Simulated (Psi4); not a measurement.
# AlClF2 (SMILES [F][Al]([F])[Cl]) at revPBE/def2-SVPD

What is the energy change on altering one bond length of AlClF2 at revPBE/def2-SVPD? 

Program for the calculation: Psi4 1.11.

1 further run of the same task is left out (set aside as unsound or not needed).

### 1 The structure to begin with

The species is AlClF2 (4 atoms), meant as a singlet with charge 0. As SMILES, `[F][Al]([F])[Cl]`. The shape is that of a PBE0-D4/def2-TZVP optimisation.

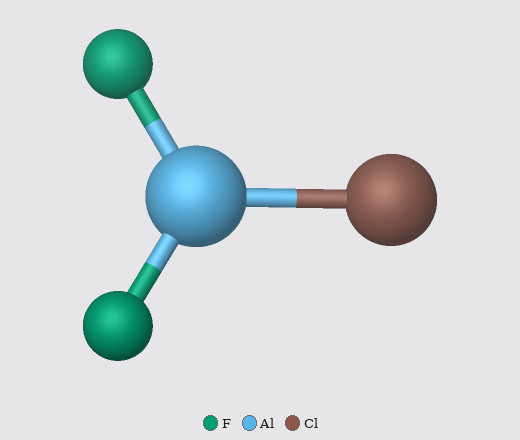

The structure, seen from a chosen angle (fluorine teal, aluminium blue, chlorine brown).

### 2 Energy and gradient at revPBE/def2-SVPD

run.py

```python
import psi4

psi4.set_memory(2200000000)
psi4.set_num_threads(1)
psi4.set_output_file('run.log', False)

molecule = psi4.geometry("""
0 1
F
Al 1 1.630698
F 2 1.630693 1 118.97296
Cl 2 2.060827 3 120.5138 1 -179.98463
units angstrom
symmetry c1
""")

psi4.set_options({
    'basis': 'def2-SVPD',
    'puream': True,
    'e_convergence': 1e-09,
    'd_convergence': 1e-08,
    'scf_type': 'pk',
    'dft_radial_points': 99,
    'dft_spherical_points': 590,
})

result, w = psi4.gradient('revpbe', molecule=molecule, return_wfn=True)
psi4.oeprop(w, 'MULLIKEN_CHARGES', 'LOWDIN_CHARGES', 'MAYER_INDICES', title='REVPBE')
print('gradient / Eh bohr^-1')
print(result.np.round(6))
print(f'energy = {w.energy():.10f} Eh')
```

Started as:

```sh
$ python run.py
```

run.log:

```text
[...]
  Running in c1 symmetry.
[...]
  Nuclear repulsion =  198.347941178733493
[...]
  Multiplicity = 1
[...]
  Nalpha       = 24
  Nbeta        = 24
[...]
    Number of basis functions: 97
[...]
   @RKS iter   1:  -901.77138872302658   -2.70233e-01   7.64334e-03 DIIS/ADIIS
[...]
   @RKS iter  11:  -901.96673353614381   -7.61702e-12   5.23604e-09 DIIS
[...]
  @RKS Final Energy:  -901.96673353614381
   => Energetics <=
    Nuclear Repulsion Energy =            198.3479411787334925
    One-Electron Energy =               -1645.8580435239496182
    Two-Electron Energy =                 613.2383219839670119
    DFT Exchange-Correlation Energy =     -67.6949531748946072
    Empirical Dispersion Energy =           0.0000000000000000
    VV10 Nonlocal Energy =                  0.0000000000000000
    Total Energy =                       -901.9667335361438063
[...]
 Multipole Moments:
 ------------------------------------------------------------------------------------
     Multipole            Electronic (a.u.)      Nuclear  (a.u.)        Total (a.u.)
 ------------------------------------------------------------------------------------
 L = 1.  Multiply by 2.5417464519 to convert [e a0] to [Debye]
 Dipole X            :         -0.0004803            0.0001855           -0.0002948
 Dipole Y            :         -0.8635815            1.0258532            0.1622717
 Dipole Z            :         -0.5089457            0.6045964            0.0956507
 Magnitude           :                                                    0.1883647
[...]
  -Total Gradient:
     Atom            X                  Y                   Z
    ------   -----------------  -----------------  -----------------
       1        0.000004412383    -0.000172541973     0.031864873004
       2       -0.000009862007    -0.014923889157    -0.008792020554
       3        0.000004412375     0.027796144556    -0.015587986405
       4        0.000000400172    -0.012637915071    -0.007448442665
[...]
  Mulliken Charges: (a.u.)
   Center  Symbol    Alpha    Beta     Spin     Total
       1     F     4.78833  4.78833  0.00000 -0.57666
       2    AL     5.65004  5.65004  0.00000  1.69992
       3     F     4.78833  4.78833  0.00000 -0.57666
       4    CL     8.77330  8.77330  0.00000 -0.54660
   Total alpha = 24.00000, Total beta = 24.00000, Total charge = -0.00000
  Lowdin Charges: (a.u.)
   Center  Symbol    Alpha    Beta     Spin     Total
       1     F     4.70493  4.70493  0.00000 -0.40985
       2    AL     6.09651  6.09651  0.00000  0.80697
[...]
```

The script printed:

```text
gradient / Eh bohr^-1
[[ 4.0000e-06 -1.7300e-04  3.1865e-02]
 [-1.0000e-05 -1.4924e-02 -8.7920e-03]
 [ 4.0000e-06  2.7796e-02 -1.5588e-02]
 [ 0.0000e+00 -1.2638e-02 -7.4480e-03]]
energy = -901.9667335361 Eh
```

Run time: 23 s. Hardware: 1 thread of Intel Xeon Platinum 8259CL at 2.50GHz (Skylake/Cascade Lake), shared host; peak memory 0.9 GiB.

### 3 The distorted shape at the same level

alclf2.inp

```
memory 2200 MB

molecule {
  0 1
  F      2.14745831     1.58290074     2.48319272
  Al     0.13092023    -0.09590360     0.10123263
  F      0.51682120    -3.12526686    -0.31116230
  Cl    -2.53219521     1.85724173    -1.96259396
  units au
  symmetry c1
  no_reorient
  no_com
}

set {
  basis def2-SVPD
  puream true
  e_convergence 1e-09
  d_convergence 1e-08
  scf_type pk
  dft_radial_points 99
  dft_spherical_points 590
}

result, w = gradient('revpbe', return_wfn=True)
oeprop(w, 'MAYER_INDICES', 'DIPOLE', 'QUADRUPOLE')
```

Started as:

```sh
$ psi4 -n 1 alclf2.inp alclf2.out
```

alclf2.out, cut to the lines that bear on the results:

```text
[...]
  Running in c1 symmetry.
[...]
  Nuclear repulsion =  190.796850976286038
[...]
  Multiplicity = 1
[...]
  Nalpha       = 24
  Nbeta        = 24
[...]
    Number of basis functions: 97
[...]
   @RKS iter   1:  -901.76178999395563   -3.50464e-01   7.50455e-03 ADIIS/DIIS
[...]
   @RKS iter  11:  -901.95481589730616   -7.50333e-12   9.02005e-09 DIIS
[...]
  @RKS Final Energy:  -901.95481589730616
   => Energetics <=
    Nuclear Repulsion Energy =            190.7968509762860378
    One-Electron Energy =               -1630.6332223347878880
    Two-Electron Energy =                 605.5009844333304727
    DFT Exchange-Correlation Energy =     -67.6194289721348412
    Empirical Dispersion Energy =           0.0000000000000000
    VV10 Nonlocal Energy =                  0.0000000000000000
    Total Energy =                       -901.9548158973061618
[...]
  -Total Gradient:
     Atom            X                  Y                   Z
    ------   -----------------  -----------------  -----------------
       1        0.035671217822     0.029924032883     0.042199950595
       2       -0.038999259264    -0.051705005653    -0.051063981242
       3       -0.004887485064     0.029165622215     0.002845565107
       4        0.008304326370    -0.007344945570     0.006115383105
[...]
 Multipole Moments:
 ------------------------------------------------------------------------------------
     Multipole            Electronic (a.u.)      Nuclear  (a.u.)        Total (a.u.)
 ------------------------------------------------------------------------------------
 L = 1.  Multiply by 2.5417464519 to convert [e a0] to [Debye]
 Dipole X            :         16.9976288          -17.3668400           -0.3692111
 Dipole Y            :        -16.4994364           16.4450675           -0.0543689
 Dipole Z            :         12.1288564          -12.4997993           -0.3709429
 Magnitude           :                                                    0.5261858
 L = 2.  Multiply by 1.3450342976 to convert [e a0^2] to [Debye ang]
 Quadrupole XX       :       -179.1085319          153.1351674          -25.9733645
 Quadrupole XY       :         63.7936971          -64.0564182           -0.2627210
[...]
```

Run time: 21 s. Hardware: 1 thread of Intel Xeon Platinum 8259CL at 2.50GHz (Skylake/Cascade Lake), shared host; peak memory 0.9 GiB.

### 4 Summary of results

Level: revPBE/def2-SVPD.

```
                                                          quantity          value
                                         first shape: total energy  -901.96673 Eh
                                        first shape: dipole moment         0.48 D
                                          first shape: HOMO energy       -8.57 eV
                                          first shape: LUMO energy       -2.34 eV
                                        first shape: HOMO–LUMO gap        6.23 eV
                             first shape: largest force on an atom     1.639 eV/Å
                                     distorted shape: total energy  -901.95482 Eh
                                    distorted shape: dipole moment         1.34 D
                                      distorted shape: HOMO energy       -8.73 eV
                                      distorted shape: LUMO energy       -2.88 eV
                                    distorted shape: HOMO–LUMO gap        5.85 eV
                         distorted shape: largest force on an atom     4.241 eV/Å
energy change with the F1–Al2 bond stretched from 1.631 to 1.875 Å       0.324 eV
```

In words: With the F1–Al2 bond stretched from 1.631 to 1.875 Å the energy rises by 0.32 eV (31.3 kJ/mol). The first shape isn't relaxed at this level, so the change isn't measured from a minimum. The largest force (first shape) is 1.64 eV/Å: the shape isn't a stationary point for this species at this level. Mulliken charges (first shape) run from -0.58 on F1 to +1.70 on Al2; in a basis this large or diffuse they mean little.
